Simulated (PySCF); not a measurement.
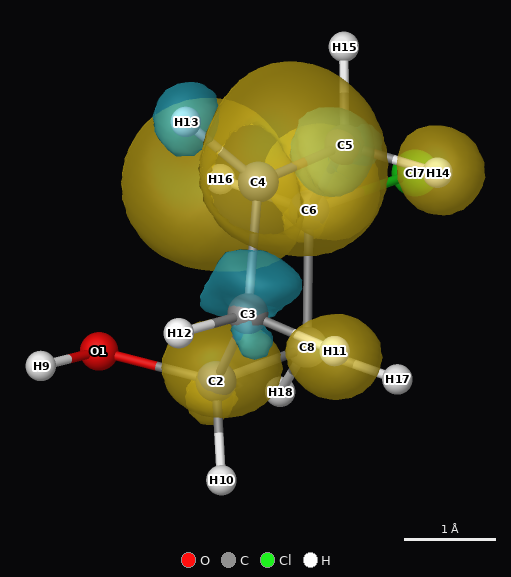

C₆H₁₀ClO (doublet). Isosurfaces of the spin density at +0.015 (yellow) and −0.015 e/Å³ (cyan), seen at an oblique angle.

Geometry: GFN2-xTB.

These are results of UKS B3LYP, pcH-1 on C Cl H O, non-relativistic, mean-field spin-orbit, GIAO in PySCF 2.14.0, density-fitted response routines, not measurements.

```yaml
atoms:
  - { symbol: O, position_ang: [1.8576, 0.2211, 0.9188] }
  - { symbol: C, position_ang: [1.2784, 0.0086, -0.3465] }
  - { symbol: C, position_ang: [0.4088, 1.2162, -0.7966] }
  - { symbol: C, position_ang: [-0.7729, 1.3390, 0.0801] }
  - { symbol: C, position_ang: [-1.6322, 0.1416, 0.2021] }
  - { symbol: C, position_ang: [-0.7555, -1.0274, 0.6855] }
  - { symbol: Cl, position_ang: [-1.7385, -2.5207, 0.7817] }
  - { symbol: C, position_ang: [0.4148, -1.2522, -0.2593] }
  - { symbol: H, position_ang: [2.3480, 1.0502, 0.9081] }
  - { symbol: H, position_ang: [2.0733, -0.1530, -1.0947] }
  - { symbol: H, position_ang: [0.1068, 1.0153, -1.8302] }
  - { symbol: H, position_ang: [1.0126, 2.1257, -0.7850] }
  - { symbol: H, position_ang: [-0.7991, 2.0950, 0.8442] }
  - { symbol: H, position_ang: [-2.0507, -0.1392, -0.7709] }
  - { symbol: H, position_ang: [-2.4529, 0.3035, 0.9000] }
  - { symbol: H, position_ang: [-0.3875, -0.8344, 1.6951] }
  - { symbol: H, position_ang: [0.0484, -1.5101, -1.2541] }
  - { symbol: H, position_ang: [1.0318, -2.0729, 0.1099] }
```

**Which atoms carry the spin?**

The unpaired spin (1 electron) lies mostly on C4 (about 0.7), in electrons by Hirshfeld's partition.
